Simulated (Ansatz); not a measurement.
CHCl$_{2}$FGaN: molecular dynamics

CHCl$_{2}$FGaN, SMILES N=[C](Cl)[Ga]([F])[Cl], computed with RKS PBE-d4/6-31G* (Ansatz 0.2.0).

The geometry comes from this level: PBE0-D4/def2-TZVP.

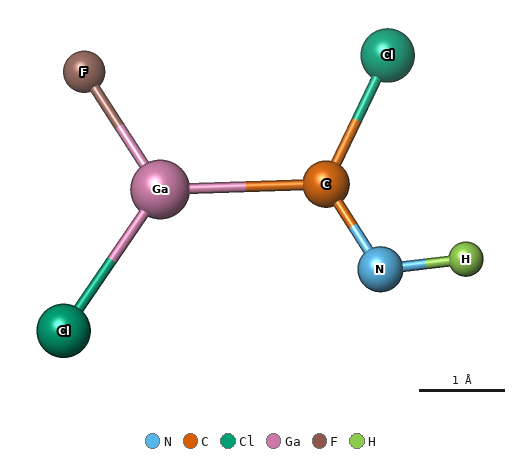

**Figure 1.** The structure as given in the input (ball-and-stick view, seen at a tilt). Sticks mark near contacts.

The input
```yaml
crystal:
  periodic: [false, false, false]
  atoms:
    - {symbol: N, position_ang: [0.666816, -1.312717, 0.735779]}
    - {symbol: C, position_ang: [0.366903, -0.570223, -0.221582]}
    - {symbol: Cl, position_ang: [0.794275, -0.890438, -1.902447]}
    - {symbol: Ga, position_ang: [-0.652748, 1.081134, 0.114752]}
    - {symbol: F, position_ang: [-1.100149, 2.102072, -1.221716]}
    - {symbol: Cl, position_ang: [-1.269328, 1.737250, 2.023804]}
    - {symbol: H, position_ang: [1.194241, -2.147088, 0.471420]}
basis:
  gaussian: {orbitals: "6-31G*"}
hamiltonian: {xc: {name: PBE}, dispersion: d4}
md: {timestep: 2 fs, n_steps: 20, ensemble: nvt_langevin, temperature: 1500, initial_velocities: maxwell_boltzmann, friction: 0.01, seed: 574}
```

Machine: 4 threads of Intel Xeon, 15 GiB of memory available, shared host.

Run as:
```bash
ansatz run in.yaml --threads 4 --pin off --events-out ev --progress --plain --max-ram 10444MiB
```

The program's output
```
Functional definition: PBE
  name "PBE"
  cite "Perdew, Burke & Ernzerhof, Phys. Rev. Lett. 77, 3865 (1996) doi:10.1103/PhysRevLett.77.3865"
  parent pbe
  parameter kappa = 0.804
  parameter beta = 0.06672455060314922
  exchange = pbe_x(kappa = kappa, mu = beta*pi^2/3)
  correlation = pbe_c(beta = beta)
1353 factors; their error is unknown
mean field evaluation 1: about -82643.9932 eV, gradient 7.1e1 eV
mean field evaluation 2: about -82568.7398 eV, gradient 1.8e2 eV
mean field evaluation 4: about -82652.6578 eV, gradient 2.1e1 eV
mean field evaluation 8: about -82653.5500 eV, gradient 3.8e-1 eV
mean field evaluation 16: about -82653.4970 eV, gradient 2.2e-4 eV
mean field -82653.49700916 eV, -3037.4599905341 hartree, gradient 1.5e-5 eV, S^2 0.000000; 0 other end points of the search recorded, 0 dependent functions left out
the calculation of the forces begins
reference -82653.49705835 eV, -3037.4599923418 hartree; 44, 44 occupied and 76, 76 virtual orbitals, 1353 factors
md step     0: t =     0.00 fs  T =  1285.7 K  F+E_penalty+E_count = -82653.72118482 eV  E_kin = 1.163340 eV  (30 SCF iters)
these checks for a lower state are left out or cut short: starts, cluster_reference, orbital_swaps, neighbouring_geometries, increment
1353 factors; their error is unknown
mean field -82653.38462118 eV, -3037.4558603522 hartree, gradient 9.5e-6 eV, S^2 0.000000; 0 other end points of the search recorded, 0 dependent functions left out
[... from here on the field's lines of each further geometry are left out, up to the last ...]
md step     1: t =     2.00 fs  T =   962.3 K  F+E_penalty+E_count = -82653.60778126 eV  E_kin = 0.870713 eV  (32 SCF iters, 7 dispersion substeps)
md step     2: t =     4.00 fs  T =   951.9 K  F+E_penalty+E_count = -82653.58719574 eV  E_kin = 0.861323 eV  (32 SCF iters, 7 dispersion substeps)
md step     3: t =     6.00 fs  T =   924.4 K  F+E_penalty+E_count = -82653.55839968 eV  E_kin = 0.836448 eV  (33 SCF iters, 7 dispersion substeps)
md step     4: t =     8.00 fs  T =  1005.4 K  F+E_penalty+E_count = -82653.50062239 eV  E_kin = 0.909745 eV  (33 SCF iters, 7 dispersion substeps)
md step     5: t =    10.00 fs  T =  1112.8 K  F+E_penalty+E_count = -82653.57679885 eV  E_kin = 1.006913 eV  (33 SCF iters, 7 dispersion substeps)
md step     6: t =    12.00 fs  T =  1168.5 K  F+E_penalty+E_count = -82653.45443216 eV  E_kin = 1.057252 eV  (33 SCF iters, 7 dispersion substeps)
md step     7: t =    14.00 fs  T =  1356.5 K  F+E_penalty+E_count = -82653.46593114 eV  E_kin = 1.227346 eV  (33 SCF iters, 7 dispersion substeps)
md step     8: t =    16.00 fs  T =  1282.2 K  F+E_penalty+E_count = -82653.31514996 eV  E_kin = 1.160189 eV  (33 SCF iters, 7 dispersion substeps)
md step     9: t =    18.00 fs  T =  1599.6 K  F+E_penalty+E_count = -82653.44234226 eV  E_kin = 1.447370 eV  (34 SCF iters, 7 dispersion substeps)
md step    10: t =    20.00 fs  T =  1685.2 K  F+E_penalty+E_count = -82653.38311916 eV  E_kin = 1.524786 eV  (33 SCF iters, 7 dispersion substeps)
md step    11: t =    22.00 fs  T =  1525.0 K  F+E_penalty+E_count = -82653.25144666 eV  E_kin = 1.379836 eV  (34 SCF iters, 7 dispersion substeps)
md step    12: t =    24.00 fs  T =  1398.1 K  F+E_penalty+E_count = -82653.28691471 eV  E_kin = 1.265020 eV  (33 SCF iters, 7 dispersion substeps)
md step    13: t =    26.00 fs  T =  1094.2 K  F+E_penalty+E_count = -82653.10996609 eV  E_kin = 0.990085 eV  (32 SCF iters, 7 dispersion substeps)
md step    14: t =    28.00 fs  T =  1060.4 K  F+E_penalty+E_count = -82653.23939520 eV  E_kin = 0.959436 eV  (33 SCF iters, 7 dispersion substeps)
md step    15: t =    30.00 fs  T =  1038.8 K  F+E_penalty+E_count = -82653.14961183 eV  E_kin = 0.939894 eV  (33 SCF iters, 7 dispersion substeps)
md step    16: t =    32.00 fs  T =  1029.6 K  F+E_penalty+E_count = -82653.16313983 eV  E_kin = 0.931598 eV  (33 SCF iters, 7 dispersion substeps)
md step    17: t =    34.00 fs  T =  1073.5 K  F+E_penalty+E_count = -82653.12349866 eV  E_kin = 0.971292 eV  (32 SCF iters, 7 dispersion substeps)
md step    18: t =    36.00 fs  T =  1148.4 K  F+E_penalty+E_count = -82653.12034498 eV  E_kin = 1.039085 eV  (32 SCF iters, 7 dispersion substeps)
md step    19: t =    38.00 fs  T =  1367.6 K  F+E_penalty+E_count = -82653.25665264 eV  E_kin = 1.237412 eV  (33 SCF iters, 7 dispersion substeps)
the calculation of the forces begins
reference -82652.97930311 eV, -3037.4409651878 hartree; 44, 44 occupied and 76, 76 virtual orbitals, 1353 factors
1353 factors; their error is unknown
mean field evaluation 192: about -82653.0297 eV, gradient 6.1e-1 eV
mean field -82652.97925331 eV, -3037.4409633576 hartree, gradient 2.2e-5 eV, S^2 0.000000; 1 other end points of the search recorded, 0 dependent functions left out
the calculation of the forces begins
reference -82652.97930311 eV, -3037.4409651878 hartree; 44, 44 occupied and 76, 76 virtual orbitals, 1353 factors
md step    20: t =    40.00 fs  T =  1438.2 K  F+E_penalty+E_count = -82653.19419243 eV  E_kin = 1.301275 eV  (33 SCF iters, 7 dispersion substeps)
```

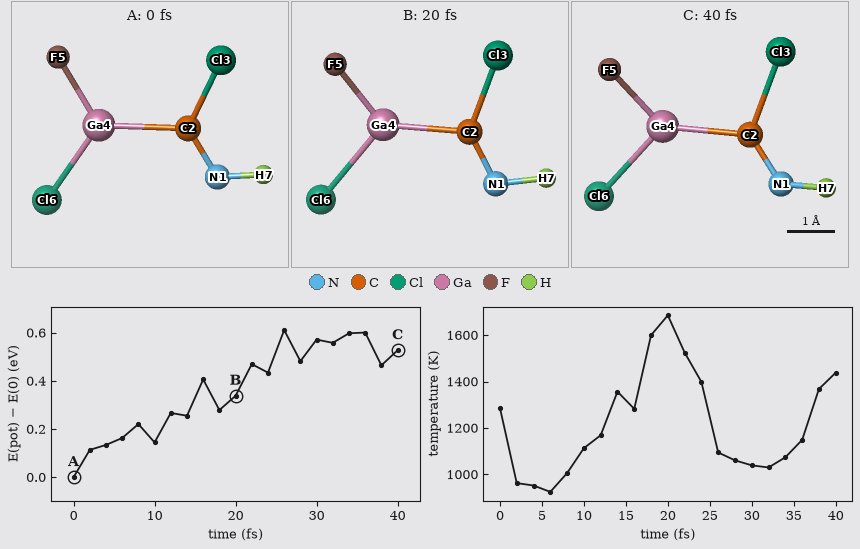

**Figure 2.** Frames of the molecular dynamics (ball-and-stick, seen at a tilt) above the curves, on which the letters mark them. The trajectory kept here has 21 frames over 40 fs. The temperature starts at 1286 K, ranges from 924 to 1685 K and averages 1260 K over the second half. The potential energy ends 0.527 eV above its first value. After an unweighted best fit of the last frame on the first, the root-mean-square displacement is 0.30 Å.

```
Total energy: -82653.19424224 eV, -3037.4488640549 hartree
Atom 0 at     0.970959    -1.415810     0.538290 Å, force     1.873370    -0.551366    -0.857219 eV/Å
Atom 1 at     0.494831    -0.595977    -0.289673 Å, force     0.583954    -1.304900    -0.894664 eV/Å
Atom 2 at     0.696551    -0.686055    -2.258251 Å, force     0.019980     0.075256     1.319177 eV/Å
Atom 3 at    -0.499134     1.030061     0.120968 Å, force    -0.478325     1.663286     0.678224 eV/Å
Atom 4 at    -0.584287     2.529517    -0.846300 Å, force     0.143688    -0.961865     0.050025 eV/Å
Atom 5 at    -1.294376     1.720271     2.070792 Å, force     0.239569    -0.604697    -0.565699 eV/Å
Atom 6 at     1.780775    -2.147726     0.260834 Å, force    -2.382235     1.684286     0.270156 eV/Å
Dipole moment:     0.309314    -0.627544     0.018628 e Å
```

Trajectory as extended XYZ (Å, eV, eV/Å), 14 of the 21 frames kept, from step=0 to step=20
```
7
Properties=species:S:1:pos:R:3:forces:R:3 step=0 time_fs=0.0 energy=-82653.72119 temperature=1285.7
N     0.6668   -1.3127    0.7358    0.0186  -0.3317   1.2388
C     0.3669   -0.5702   -0.2216   -0.3293   0.6523  -0.3751
Cl    0.7943   -0.8904   -1.9024    0.1317  -0.0382  -0.7680
Ga   -0.6527    1.0811    0.1148    0.1671  -0.2414  -0.1931
F    -1.1001    2.1021   -1.2217   -0.1062   0.2428  -0.3206
Cl   -1.2693    1.7372    2.0238   -0.1482   0.1481   0.5057
H     1.1942   -2.1471    0.4714    0.2662  -0.4319  -0.0878
7
Properties=species:S:1:pos:R:3:forces:R:3 step=2 time_fs=4.0 energy=-82653.58720 temperature=951.9
N     0.6875   -1.3262    0.7556    0.3655   0.0588  -1.7889
C     0.3889   -0.5496   -0.2555    0.5854  -1.9490   2.3664
Cl    0.7593   -0.8586   -1.9278    0.2455  -0.1439  -0.8031
Ga   -0.6413    1.0658    0.1004   -0.0308   0.0346   0.8992
F    -1.0604    2.1277   -1.1964   -0.1923   0.4284  -0.5948
Cl   -1.2845    1.7421    2.0484    0.0644  -0.1183  -0.1762
H     1.2554   -2.2325    0.5100   -1.0378   1.6894   0.0973
7
Properties=species:S:1:pos:R:3:forces:R:3 step=3 time_fs=6.0 energy=-82653.55840 temperature=924.4
N     0.6979   -1.3299    0.7571   -1.4335   3.2966  -1.6825
C     0.4074   -0.5452   -0.2660    0.4299  -2.1208   3.0559
Cl    0.7431   -0.8393   -1.9396    0.3550  -0.2558  -0.8774
Ga   -0.6364    1.0586    0.0943   -0.0239   0.0089   1.3178
F    -1.0401    2.1386   -1.1812   -0.2573   0.5891  -0.7951
Cl   -1.2907    1.7432    2.0564    0.1266  -0.2059  -0.3748
H     1.2211   -2.1507    0.5366    0.8033  -1.3121  -0.6438
7
Properties=species:S:1:pos:R:3:forces:R:3 step=5 time_fs=10.0 energy=-82653.57680 temperature=1112.8
N     0.7066   -1.3083    0.7513    1.0158  -0.6329  -1.4566
C     0.4582   -0.5633   -0.2649   -0.8456  -0.0281   1.7106
Cl    0.7181   -0.8049   -1.9643    0.5129  -0.4499  -0.7620
Ga   -0.6246    1.0442    0.0915    0.1158  -0.1325   1.6713
F    -0.9872    2.1701   -1.1462   -0.3028   0.7470  -0.9871
Cl   -1.3014    1.7426    2.0703    0.1921  -0.3242  -0.5840
H     1.2737   -2.1733    0.4612   -0.6883   0.8205   0.4078
7
Properties=species:S:1:pos:R:3:forces:R:3 step=6 time_fs=12.0 energy=-82653.45443 temperature=1168.5
N     0.7196   -1.2924    0.7419    2.0405  -2.7874  -0.7098
C     0.4792   -0.5735   -0.2601   -1.4427   1.3550   0.2542
Cl    0.7105   -0.7904   -1.9807    0.5159  -0.5018  -0.5644
Ga   -0.6195    1.0362    0.0913    0.1420  -0.0750   1.7161
F    -0.9564    2.1919   -1.1268   -0.2900   0.7395  -0.9837
Cl   -1.3054    1.7436    2.0763    0.2145  -0.3797  -0.6584
H     1.2949   -2.1943    0.4066   -1.1802   1.6493   0.9460
7
Properties=species:S:1:pos:R:3:forces:R:3 step=8 time_fs=16.0 energy=-82653.31515 temperature=1282.2
N     0.7716   -1.2844    0.7255   -0.2905   0.3904   1.7248
C     0.5048   -0.5838   -0.2500   -2.0785   3.0435  -1.3908
Cl    0.6963   -0.7638   -2.0257    0.4309  -0.6013   0.0178
Ga   -0.6100    1.0165    0.0928    0.0638   0.4421   1.5568
F    -0.9025    2.2442   -1.0842   -0.2014   0.4509  -0.7181
Cl   -1.3105    1.7406    2.0888    0.2520  -0.4894  -0.7887
H     1.1976   -2.0842    0.3867    1.8237  -3.2361  -0.4019
7
Properties=species:S:1:pos:R:3:forces:R:3 step=9 time_fs=18.0 energy=-82653.44234 temperature=1599.6
N     0.7962   -1.2889    0.7268    0.0177  -0.4419  -0.0139
C     0.5056   -0.5738   -0.2551   -1.3081   1.7302  -0.5415
Cl    0.6911   -0.7528   -2.0500    0.3083  -0.5588   0.3043
Ga   -0.6027    1.0068    0.0944   -0.0568   0.8714   1.5445
F    -0.8710    2.2730   -1.0598   -0.1552   0.2480  -0.5573
Cl   -1.3109    1.7385    2.0956    0.2768  -0.5534  -0.8782
H     1.1803   -2.1530    0.3764    0.9172  -1.2954   0.1422
7
Properties=species:S:1:pos:R:3:forces:R:3 step=11 time_fs=22.0 energy=-82653.25145 temperature=1525.0
N     0.8415   -1.3078    0.7258   -0.0861  -1.5517  -2.8880
C     0.5029   -0.5507   -0.2713    0.4366  -1.3170   1.0645
Cl    0.6850   -0.7269   -2.0985    0.1041  -0.4311   0.7856
Ga   -0.5780    0.9927    0.0995   -0.4563   1.8848   1.5629
F    -0.8084    2.3360   -1.0079   -0.0537  -0.2512  -0.1965
Cl   -1.3145    1.7349    2.1151    0.3603  -0.6847  -1.0964
H     1.1913   -2.3201    0.3830   -0.3051   2.3509   0.7679
7
Properties=species:S:1:pos:R:3:forces:R:3 step=12 time_fs=24.0 energy=-82653.28692 temperature=1398.1
N     0.8616   -1.3252    0.7162   -1.0776   0.8730  -2.6768
C     0.5024   -0.5435   -0.2692    0.9825  -2.2476   1.3227
Cl    0.6858   -0.7169   -2.1222    0.0451  -0.3612   0.9998
Ga   -0.5639    0.9895    0.1030   -0.6825   2.4289   1.4591
F    -0.7811    2.3701   -0.9869    0.0100  -0.5865   0.0375
Cl   -1.3177    1.7328    2.1232    0.3990  -0.7290  -1.1726
H     1.1891   -2.2788    0.4266    0.3235   0.6224   0.0304
7
Properties=species:S:1:pos:R:3:forces:R:3 step=14 time_fs=28.0 energy=-82653.23939 temperature=1060.4
N     0.8877   -1.3432    0.6846   -0.8137   1.0667  -1.5952
C     0.4994   -0.5412   -0.2382    1.2629  -2.6547   0.1553
Cl    0.6901   -0.7059   -2.1640   -0.0151  -0.1502   1.3107
Ga   -0.5397    0.9887    0.1107   -1.1198   3.3363   1.1496
F    -0.7382    2.4327   -0.9553    0.1362  -1.2305   0.4481
Cl   -1.3184    1.7368    2.1308    0.4488  -0.7785  -1.2308
H     1.3260   -2.2541    0.4488    0.1008   0.4109  -0.2377
7
Properties=species:S:1:pos:R:3:forces:R:3 step=15 time_fs=30.0 energy=-82653.14961 temperature=1038.8
N     0.8955   -1.3418    0.6639    1.0611  -1.7468  -0.6033
C     0.5042   -0.5537   -0.2237    0.6010  -1.4421  -1.2629
Cl    0.6910   -0.7046   -2.1819    0.0090  -0.0881   1.3312
Ga   -0.5289    0.9895    0.1125   -1.1711   3.4390   0.9726
F    -0.7170    2.4601   -0.9396    0.1807  -1.4433   0.5546
Cl   -1.3169    1.7385    2.1288    0.4573  -0.7862  -1.2101
H     1.4502   -2.2667    0.4234   -1.1380   2.0675   0.2179
7
Properties=species:S:1:pos:R:3:forces:R:3 step=17 time_fs=34.0 energy=-82653.12350 temperature=1073.5
N     0.9161   -1.3583    0.6089    0.2911  -0.3739   2.3712
C     0.5104   -0.5863   -0.2208   -1.1002   1.3837  -3.3476
Cl    0.6954   -0.7006   -2.2189    0.0767  -0.0487   1.2924
Ga   -0.5150    0.9981    0.1144   -0.9918   3.0340   0.6958
F    -0.6707    2.5012   -0.9028    0.2026  -1.5299   0.5215
Cl   -1.3108    1.7376    2.1132    0.4226  -0.7592  -1.0505
H     1.5446   -2.0869    0.3995    1.0989  -1.7059  -0.4828
7
Properties=species:S:1:pos:R:3:forces:R:3 step=18 time_fs=36.0 energy=-82653.12035 temperature=1148.4
N     0.9330   -1.3751    0.5836   -0.5122   0.7117   2.2021
C     0.5077   -0.5921   -0.2346   -0.9856   1.0889  -2.9400
Cl    0.6962   -0.6930   -2.2361    0.0756  -0.0150   1.3084
Ga   -0.5100    1.0065    0.1164   -0.8637   2.7185   0.6487
F    -0.6434    2.5157   -0.8842    0.1892  -1.4496   0.4302
Cl   -1.3067    1.7333    2.1016    0.3805  -0.7231  -0.9290
H     1.5938   -2.0509    0.3706    1.7162  -2.3314  -0.7203
7
Properties=species:S:1:pos:R:3:forces:R:3 step=20 time_fs=40.0 energy=-82653.19419 temperature=1438.2
N     0.9710   -1.4158    0.5383    1.8734  -0.5514  -0.8572
C     0.4948   -0.5960   -0.2897    0.5840  -1.3049  -0.8947
Cl    0.6966   -0.6861   -2.2583    0.0200   0.0753   1.3192
Ga   -0.4991    1.0301    0.1210   -0.4783   1.6633   0.6782
F    -0.5843    2.5295   -0.8463    0.1437  -0.9619   0.0500
Cl   -1.2944    1.7203    2.0708    0.2396  -0.6047  -0.5657
H     1.7808   -2.1477    0.2608   -2.3822   1.6843   0.2702
```

Key numbers

| quantity | value |
| --- | --- |
| outcome | finished |
| mean temperature over the second half | 1260 K |
| trajectory | 20 steps, 40 fs |
| ensemble | nvt_langevin |
| temperature in the input | 1500 K |
| time step | 2 fs |
| potential energy (last step) | −82653.1942 eV |
| mean-field energy (last step) | −82652.9793 eV |
| dispersion energy (last step) | −0.2149 eV |
| SCF solution under orbital rotations (last step) | stable |
| largest force (length of the vector) (last step) | 2.930 eV/Å |
| dipole moment (last step) | 3.36 D |
| wall time | 16 s (CPU time 56 s) |
| peak memory | 0.49 GiB |

Remarks

So short a trajectory is not equilibrated. The logged temperature at the start can lie below the typed one, since it is counted over all degrees of freedom.
